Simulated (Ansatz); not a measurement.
# revPBE/def2-TZVP run of CH3NO (formaldoxime)

What is the electronic atomisation energy of CH3NO (formaldoxime) at revPBE/def2-TZVP? 

Program for the calculation: Ansatz 0.2.0.

57 further runs of the same task are left out: 57 set aside as unsound or not needed.

## Step 1: The structure to begin with

CH3NO has 6 atoms, charge 0, and is taken as a singlet. As SMILES, `C=NO`. Geometry: relaxed at PBE0-D4/def2-TZVP. This is one conformer, not always the lowest.

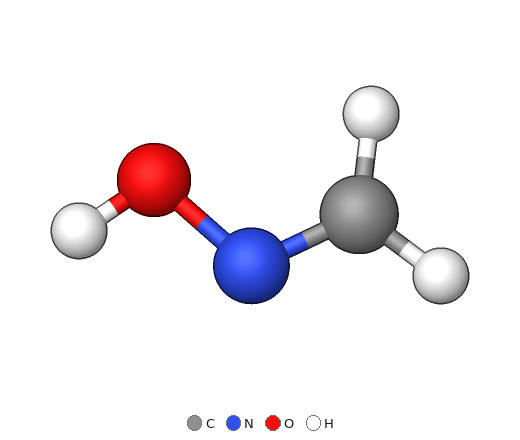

The structure, seen from a chosen angle (carbon grey, nitrogen blue, oxygen red, hydrogen white).

## Step 2: The energy at revPBE/def2-TZVP

Contents of job.yaml:

```yaml
basis:
  gaussian: {orbitals: def2-TZVP}
crystal:
  periodic: [false, false, false]
  atoms:
    - {symbol: C, position_ang: [-0.641460, 0.275060, -0.529500]}
    - {symbol: "N", position_ang: [-0.060370, -0.588400, 0.185960]}
    - {symbol: O, position_ang: [1.092090, -0.094130, 0.757850]}
    - {symbol: H, position_ang: [-1.557810, -0.036720, -1.015390]}
    - {symbol: H, position_ang: [-0.256650, 1.285210, -0.662960]}
    - {symbol: H, position_ang: [1.424190, -0.841030, 1.264030]}
output: {orbitals: {seedname: orbitals}}
accuracy: high
hamiltonian: {xc: {name: revPBE}}
```

Command:

```
$ ansatz run job.yaml --threads 1 --pin off --max-ram 3480MiB --events-out events.jsonl --progress --plain --runs-dir runs
```

Output:

```text
Warning: RAYON_NUM_THREADS=1 ignored (pool sized by the plan → 1); use --threads N
Functional definition: revPBE
  name "revPBE"
  parameter kappa = 1.245
  parameter beta = 0.06672455060314922
  exchange = pbe_x(kappa = kappa, mu = beta*pi^2/3)
  correlation = pbe_c(beta = beta)
2014 factors; integrals over basis functions are off by at most 3.9e-9 eV
mean field evaluation 1: about -4615.9903 eV, gradient 5.2e1 eV
mean field evaluation 2: about -4610.8545 eV, gradient 7.2e1 eV
mean field evaluation 4: about -4621.4644 eV, gradient 8.5e0 eV
mean field evaluation 8: about -4621.6156 eV, gradient 1.3e-1 eV
mean field evaluation 16: about -4621.6156 eV, gradient 5.9e-6 eV
mean field -4621.61564631 eV, -169.8412423582 hartree, gradient 6.9e-8 eV, S^2 0.000000; 0 other end points of the search recorded, 0 dependent functions left out
reference -4621.61564987 eV, -169.8412424892 hartree; 12, 12 occupied and 99, 99 virtual orbitals, 2014 factors
Total energy: -4621.61564987 eV, -169.8412424892 hartree
```

Run time: 5.1 s. Hardware: 1 thread of Arm Neoverse V1, shared host; peak memory 0.26 GiB.

## Step 3: The C atom at the same level

Contents of in.yaml:

```yaml
crystal:
  periodic: [false, false, false]
  atoms:
    - {symbol: C, position_ang: [0.000000, 0.000000, 0.000000]}
basis:
  gaussian:
    orbitals: def2-TZVP
magnetization:
  spin_polarized: true
  initial_magnetization: 2
hamiltonian:
  xc: {name: revPBE}
accuracy: high
```

Run the same way, it converges to -37.84560 Eh (log not shown).

## Step 4: The H atom at the same level

Contents of molecule.yaml:

```yaml
crystal:
  periodic: [false, false, false]
  atoms:
    - symbol: H
      position_ang: [0.000000, 0.000000, 0.000000]
basis:
  gaussian:
    orbitals: def2-TZVP
magnetization:
  spin_polarized: true
  initial_magnetization: 1
hamiltonian:
  xc: {name: revPBE}
accuracy: high
```

Run the same way, it converges to -0.50412 Eh (log not shown).

## Step 5: The N atom, same level

Contents of in.yaml:

```yaml
crystal:
  periodic: [false, false, false]
  atoms:
    - {symbol: N, position_ang: [0.000000, 0.000000, 0.000000]}
basis:
  gaussian:
    orbitals: def2-TZVP
hamiltonian:
  xc: {name: revPBE}
magnetization:
  spin_polarized: true
  initial_magnetization: 3
accuracy: high
```

Run the same way, it converges to -54.58772 Eh (log not shown).

## Step 6: The O atom, same level

Contents of job.yaml:

```yaml
crystal:
  periodic: [false, false, false]
  atoms:
    - {symbol: O, position_ang: [0.000000, 0.000000, 0.000000]}
basis:
  gaussian: {orbitals: def2-TZVP}
magnetization: {spin_polarized: true, initial_magnetization: 2}
hamiltonian: {xc: {name: revPBE}}
accuracy: high
```

Run the same way, it converges to -75.07119 Eh (log not shown).

## Step 7: Summary of results

Level: revPBE/def2-TZVP.

```
                     quantity          value
       molecule: total energy  -169.84124 Eh
        molecule: HOMO energy       -6.34 eV
        molecule: LUMO energy       -1.21 eV
      molecule: HOMO–LUMO gap        5.13 eV
         C atom: total energy   -37.84560 Eh
                 C atom: ⟨S²⟩          2.003
         H atom: total energy    -0.50412 Eh
                 H atom: ⟨S²⟩          0.750
         N atom: total energy   -54.58772 Eh
                 N atom: ⟨S²⟩          3.753
         O atom: total energy   -75.07119 Eh
                 O atom: ⟨S²⟩          2.003
electronic atomisation energy      22.432 eV
```

In words: Taking the molecule apart into free atoms costs 22.43 eV (517 kcal/mol), before zero-point energy and without spin-orbit coupling.
